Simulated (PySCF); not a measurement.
```json
{"atom": "B", "x (Å)": "-0.7186", "y (Å)": "1.5989", "z (Å)": "0.4833"}
{"atom": "B", "x (Å)": "-0.0889", "y (Å)": "0.2046", "z (Å)": "0.0661"}
{"atom": "C", "x (Å)": "1.5067", "y (Å)": "-0.0780", "z (Å)": "-0.1506"}
{"atom": "C", "x (Å)": "-0.9513", "y (Å)": "-1.1534", "z (Å)": "-0.2225"}
{"atom": "H", "x (Å)": "-0.0829", "y (Å)": "2.6170", "z (Å)": "0.6977"}
{"atom": "H", "x (Å)": "-1.9114", "y (Å)": "1.8073", "z (Å)": "0.6292"}
{"atom": "H", "x (Å)": "1.8741", "y (Å)": "-0.9036", "z (Å)": "0.4739"}
{"atom": "H", "x (Å)": "2.1316", "y (Å)": "0.7897", "z (Å)": "0.0806"}
{"atom": "H", "x (Å)": "1.7397", "y (Å)": "-0.3624", "z (Å)": "-1.1860"}
{"atom": "H", "x (Å)": "-2.0280", "y (Å)": "-1.0137", "z (Å)": "-0.0895"}
{"atom": "H", "x (Å)": "-0.8102", "y (Å)": "-1.5259", "z (Å)": "-1.2459"}
{"atom": "H", "x (Å)": "-0.6596", "y (Å)": "-1.9814", "z (Å)": "0.4377"}
```

Geometry: GFN2-xTB.

All numbers below come from UKS B3LYP, pcH-1 on B C H, non-relativistic, mean-field spin-orbit, GIAO in PySCF 2.14.0, density-fitted response routines.

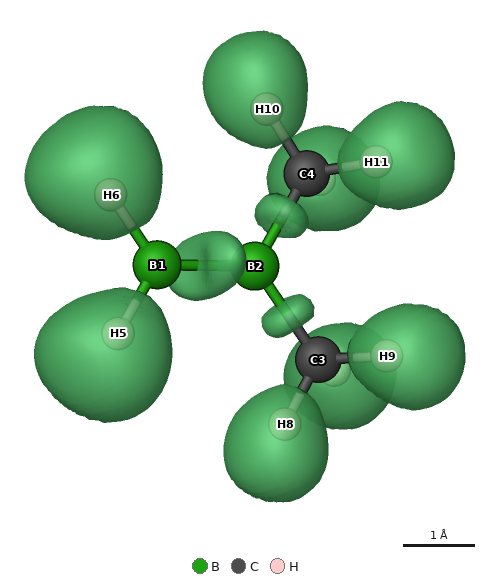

C₂H₈B₂ (SMILES [BH2-]B(C)C) (charge −1, doublet). Isosurface of the electron localisation function at 0.9 (green), seen at a tilt. Core shells and regions of very low density are left out.

Q: What do the ELF domains correspond to?

A: At this value the surface marks out one region between bonded B–B atoms (shared pairs), two regions between bonded B–C atoms (shared pairs) and eight regions around hydrogen nuclei. Along the contacts the grid gives the following. B–B (1.59 Å): the ELF peaks at about 1 between the atoms: localised, covalent bonding. C–B (1.63 Å): the ELF peaks at about 1 between the atoms, as expected for a covalent bond.
